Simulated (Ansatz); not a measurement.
## Ligand exchange: BH(CH3)(NH2) + GeH3(SH) → BH(CH3)(SH) + GeH3(NH2)

Species: BH(CH3)(NH2), singlet; GeH3(SH), singlet; BH(CH3)(SH), singlet; GeH3(NH2), singlet. The partners trade NH2 for SH: B–NH2 and Ge–SH bonds give way to B–SH and Ge–NH2.

Shapes, held fixed at every level: PBE0-D4/def2-TZVP. Flexible molecules stand in one conformer, not always the lowest. Programs: Ansatz 0.2.0. The zero-point and thermal change to 298 K, harmonic and unscaled (PBE0-D4/def2-TZVP), is -3.4 kJ/mol.

```json
{"level": "HF/def2-TZVPP", "kind": "Hartree–Fock", "ΔH(298 K) (kJ/mol)": "+90.6", "less CCSD(T)/def2-TZVPP": "+6.5", "CPU time (sum over the molecules)": "–"}
{"level": "PBE0-D4/def2-TZVPP", "kind": "global hybrid", "ΔH(298 K) (kJ/mol)": "+89.6", "less CCSD(T)/def2-TZVPP": "+5.5", "CPU time (sum over the molecules)": "14 s"}
{"level": "r2SCAN0-D4/def2-TZVPP", "kind": "global hybrid", "ΔH(298 K) (kJ/mol)": "+89.3", "less CCSD(T)/def2-TZVPP": "+5.2", "CPU time (sum over the molecules)": "25 s"}
{"level": "wB97M-V/def2-TZVPP", "kind": "range-separated hybrid", "ΔH(298 K) (kJ/mol)": "+90.0", "less CCSD(T)/def2-TZVPP": "+5.9", "CPU time (sum over the molecules)": "57 s"}
{"level": "wB97X-V/def2-TZVPP", "kind": "range-separated hybrid", "ΔH(298 K) (kJ/mol)": "+86.6", "less CCSD(T)/def2-TZVPP": "+2.5", "CPU time (sum over the molecules)": "42 s"}
{"level": "CCSD/def2-TZVPP", "kind": "coupled cluster or CI", "ΔH(298 K) (kJ/mol)": "+85.6", "less CCSD(T)/def2-TZVPP": "+1.5", "CPU time (sum over the molecules)": "–"}
{"level": "CCSD(T)/def2-TZVPP", "kind": "coupled cluster or CI", "ΔH(298 K) (kJ/mol)": "+84.1", "less CCSD(T)/def2-TZVPP": "0.0", "CPU time (sum over the molecules)": "2.7 min"}
```

The highest level, CCSD(T)/def2-TZVPP, gives ΔH(298 K) = +84.1 kJ/mol; the levels span +84.1 to +90.6. The column of differences is taken from that level and isn't an error. No measured value is set beside it here. Relativity is left out for Ge unless named. Correlated rows may include outer-core shells of Ge, which these sets cover unevenly. Times are processor times on shared x86 and Arm servers, and rough.

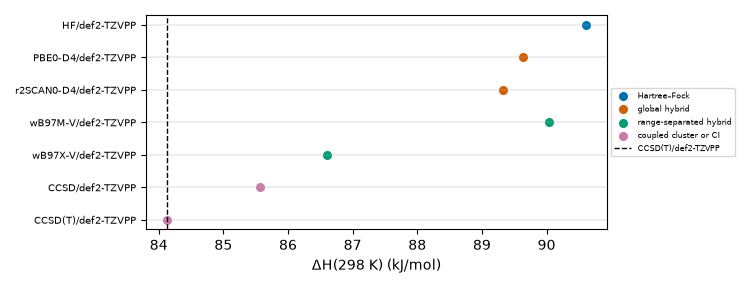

The values of the table, level by level.
